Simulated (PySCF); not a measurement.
# EPR calculation of C6H8NO

C6H8NO, multiplicity 2, SMILES [CH2]NC(=O)CC=C=C, computed with UKS B3LYP, pcH-1 on C H N O, non-relativistic, mean-field spin-orbit, GIAO (PySCF 2.14.0).

It belongs to a series of runs on one base structure; here: H removed from sp3 C.

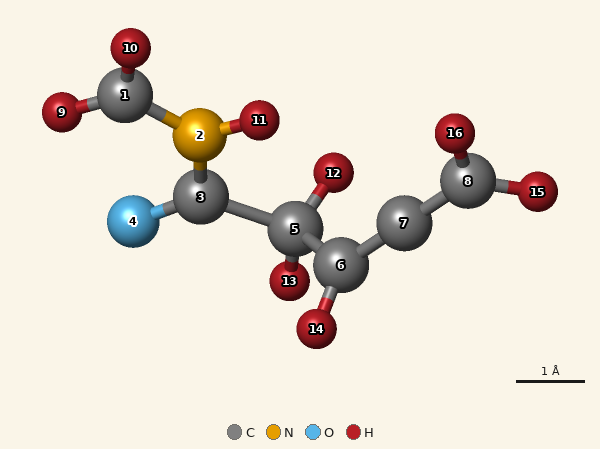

The structure as given in the input (ball-and-stick view, seen at an oblique angle; atoms are numbered from 1 in the order of the input). Bond lengths as drawn: C–C 1.29 to 1.52 Å, C–H 1.07 to 1.09 Å, C–N 1.35 to 1.37 Å, C–O 1.22 Å and H–N 1.01 Å.

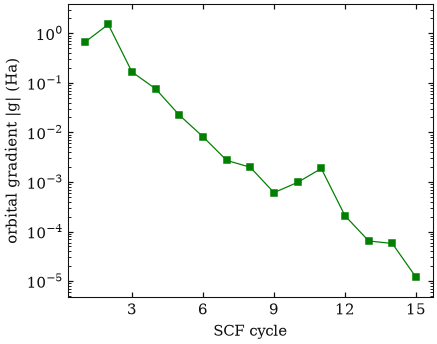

Convergence of the self-consistent field: orbital gradient |g| against the SCF cycle. All cycles printed in the log are drawn one after another.

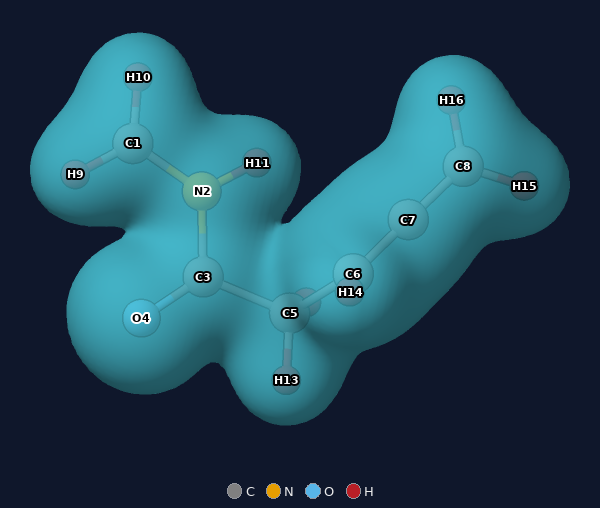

Isosurface of the electron density at 0.1 e/Å³ (cyan), seen face on. At this value the surface is in one piece. On the grid the lowest density along these lines, outside the cores, is 2.8 e/Å³ (C–O, 1.22 Å), 2.4 e/Å³ (C–C, 1.29 Å), 2.1 e/Å³ (C–N, 1.35 Å) and 2.3 e/Å³ (N–H, 1.01 Å).

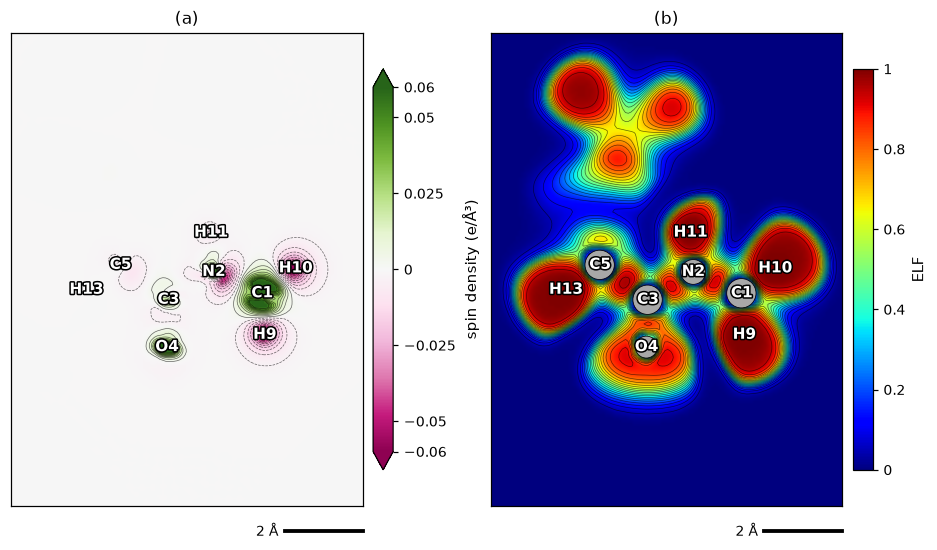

(a) spin density; (b) ELF on the plane of atoms N2, C1 and H9. Grey discs, where drawn, cover atomic cores. The section cuts through C, N, O and H sites. C–O (1.22 Å): the ELF peaks at about 0.85 between the atoms; a double or triple bond. C–N (1.35 Å): the ELF peaks at about 0.95 between the atoms, which marks a shared electron pair. C–H (1.07 Å): the ELF climbs to about 1 towards the hydrogen (a covalent bond by its length). The unpaired spin (1 electron) lies mostly on C1 (about 0.6), N2 (about 0.1), O4 (about 0.1) and C3 (about 0.1), in electrons by Hirshfeld's partition.

The input that produced these results follows, with the program's output.

The input
```
{"job": {"kind": "epr", "basis": "pcH-1"}, "charge": 0, "multiplicity": 2}
C     -2.684601     0.689903    -0.097315
N     -1.437385     0.170679    -0.159521
C     -1.105798    -1.115378     0.191001
O     -1.920693    -1.917708     0.607765
C      0.374718    -1.412909    -0.007619
C      1.223880    -0.410561     0.726092
C      1.887175     0.541480     0.143625
C      2.554116     1.471263    -0.461860
H     -3.472952     0.053259     0.247583
H     -2.846127     1.705595    -0.390370
H     -0.680703     0.768968    -0.469566
H      0.600238    -1.387837    -1.076922
H      0.565084    -2.418038     0.369758
H      1.230426    -0.497011     1.804541
H      3.577811     1.326792    -0.769325
H      2.127213     2.440445    -0.669278
```

The first line tells a small driver script what to run in PySCF; the rest is the geometry in Å.

Command:
```bash
OMP_NUM_THREADS=1 python <driver script> task.json out
```

Output
```
UKS, coarse grid
  cycle   1  E = -363.18192180  |g| = 6.56e-01
  cycle   2  E = -362.41230612  |g| = 1.51e+00
  cycle   3  E = -363.34492519  |g| = 1.66e-01
  cycle   4  E = -363.35644565  |g| = 7.57e-02
  cycle   5  E = -363.35889549  |g| = 2.24e-02
  cycle   6  E = -363.35910975  |g| = 8.20e-03
  cycle   7  E = -363.35914797  |g| = 2.73e-03
  cycle   8  E = -363.35915339  |g| = 1.98e-03
  cycle   9  E = -363.35915579  |g| = 6.10e-04
UKS, final grid
  cycle   1  E = -363.35913520  |g| = 9.82e-04
  cycle   2  E = -363.35913404  |g| = 1.87e-03
  cycle   3  E = -363.35913567  |g| = 2.09e-04
  cycle   4  E = -363.35913569  |g| = 6.47e-05
  cycle   5  E = -363.35913569  |g| = 5.74e-05
  cycle   6  E = -363.35913570  |g| = 1.20e-05
E = -363.35913570 Eh   <S^2> = 0.7553 (exact 0.7500)
g shifts (ppm)      1          2          3
  rmc          -171       -171       -171
  gc              2         41         36
  oz_so           2        879       1416
  total        -167        749       1280
hyperfine (MHz)  atom isotope    a_iso     a_fc   dipolar eigenvalues
    0   13C      69.84      69.84    -69.59    -67.92    137.52
    1   14N      -3.50      -3.50     -4.96     -3.95      8.91
    2   13C       1.92       1.92     -7.55     -5.70     13.25
    3   17O      -7.77      -7.77    -34.58     16.82     17.76
    4   13C      -4.58      -4.58     -0.60      0.02      0.58
    5   13C       5.98       5.98     -0.89     -0.14      1.03
    6   13C       0.81       0.81     -1.24     -0.96      2.20
    7   13C      -0.77      -0.77     -0.23     -0.08      0.31
    8    1H     -57.25     -57.25    -32.03      0.12     31.91
    9    1H     -57.05     -57.05    -34.09      0.98     33.12
   10    1H      -6.78      -6.78     -5.62     -4.90     10.52
   11    1H      12.87      12.87     -1.89     -1.32      3.21
   12    1H      -0.28      -0.28     -1.35     -1.18      2.53
   13    1H       0.03       0.03     -1.18     -0.98      2.16
   14    1H       2.24       2.24     -0.37     -0.32      0.69
   15    1H       2.35       2.35     -0.60     -0.47      1.06
```

Summary

- outcome: converged
- total energy: −363.359136 hartree
- ⟨S²⟩: 0.755
- isotropic g: 2.0029
- hardware: 1 CPU thread, shared host
- wall time: 69 s
- peak memory: 0.96 GiB
